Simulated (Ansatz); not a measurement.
```xyz
15

C     0.1586    1.6001    1.6773
C     0.1831    1.5355    0.3388
C    -0.4735   -1.0074   -1.4056
C    -0.5679   -2.2562   -0.8970
O     1.4173   -1.0829    0.5406
Si    0.8491    0.0498   -0.5682
Si    0.6583   -2.5822    0.4966
H     0.5406    0.7772    2.2912
H    -0.2348    2.4706    2.2144
H    -0.2010    2.3891   -0.2365
H     1.9237    0.4616   -1.5160
H    -1.1289   -0.6792   -2.2229
H    -1.3019   -2.9749   -1.2840
H     0.0079   -2.8875    1.8025
H     1.6323   -3.6673    0.1899
```

Geometry: B3LYP-D3(BJ)/def2-SVP.

Computed with Ansatz, isolated molecule in a Gaussian basis; Kohn-Sham density functional theory, functional PBE0.

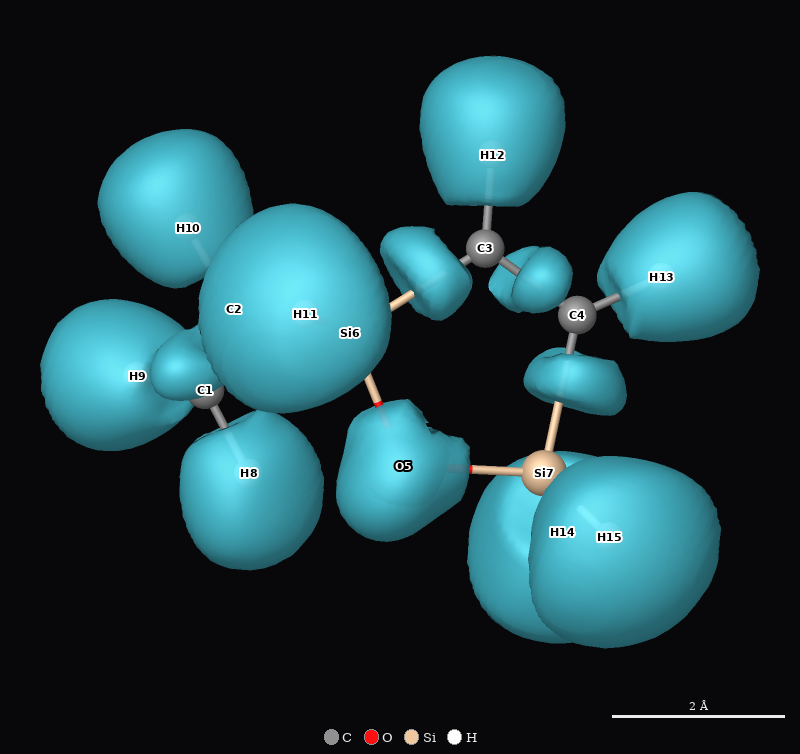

C4H8OSi2. Isosurface of the ELF at 0.8 (cyan), seen at a tilt. Core shells and regions of very low density are left out.

What do the ELF domains correspond to?

Answer. The surface consists of two regions between bonded C–C atoms (shared pairs), three regions between bonded C–Si atoms (shared pairs), eight regions around hydrogen nuclei and one region wrapped around O (its lone pairs, merged into a ring or cap).

Values along the shortest contacts:
C–C (1.34 Å): the ELF peaks at about 0.95 between the atoms (a short, multiple covalent bond). Si–O (1.68 Å): the ELF peaks at about 0.85 between the atoms; a shared but strongly polarised pair.
